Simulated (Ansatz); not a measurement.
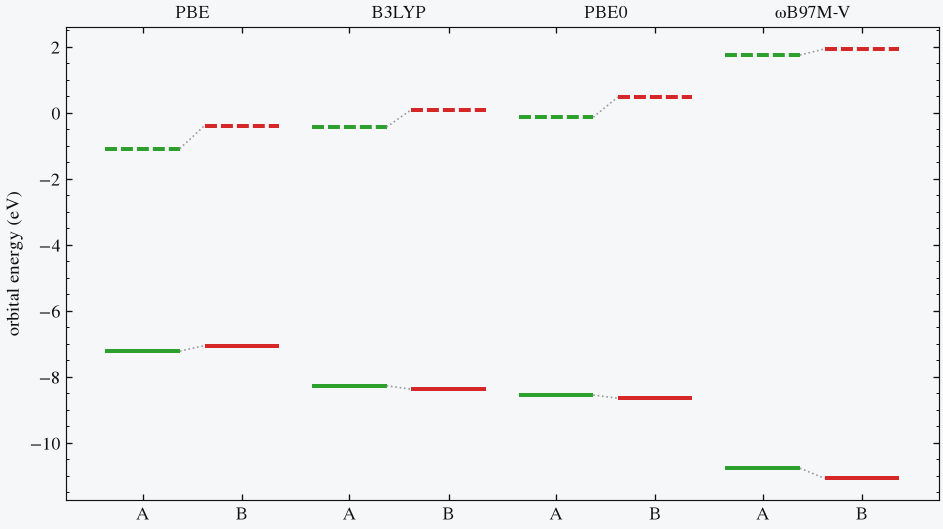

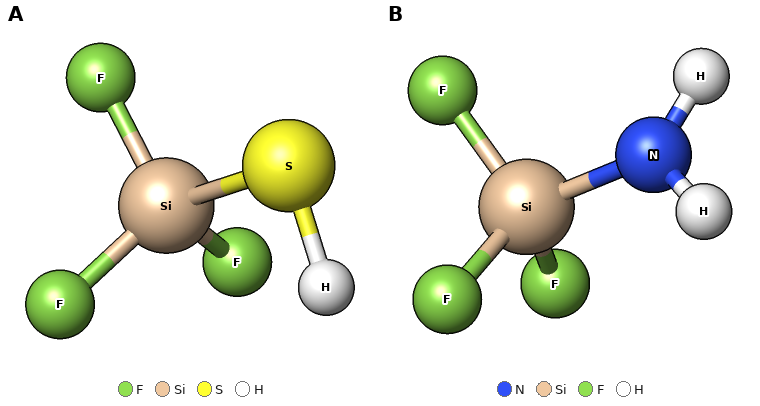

One change: A, SiHSF₃ (SMILES F[Si](F)(F)S), becomes B, SiNH₂F₃ (SMILES N[Si](F)(F)F). SH on Si is replaced by NH₂. HOMO (solid) and LUMO (dashed) computed in def2-TZVPP at PBE0-D4/def2-TZVP geometries, both minima by their frequencies, gas phase, the Ansatz code 0.2.0. Empty levels above zero depend strongly on the basis.

**What does the change do to HOMO and LUMO?**

PBE: the HOMO rises by 0.17 eV, the LUMO rises by 0.70 eV, and the separation goes from 6.13 to 6.67 eV. B3LYP: the HOMO falls by 0.10 eV, the LUMO rises by 0.52 eV, and the separation goes from 7.84 to 8.47 eV. PBE0: the HOMO falls by 0.10 eV, the LUMO rises by 0.61 eV, and the separation goes from 8.42 to 9.13 eV. ωB97M-V: the HOMO falls by 0.31 eV, the LUMO rises by 0.19 eV, and the separation goes from 12.51 to 13.01 eV.

**Do the functionals agree on the effect?**

Not on every direction; the HOMO shift lies between −0.31 and 0.17 eV and the LUMO shift between 0.19 and 0.70 eV, while the separations themselves differ by up to 6.4 eV between functionals.
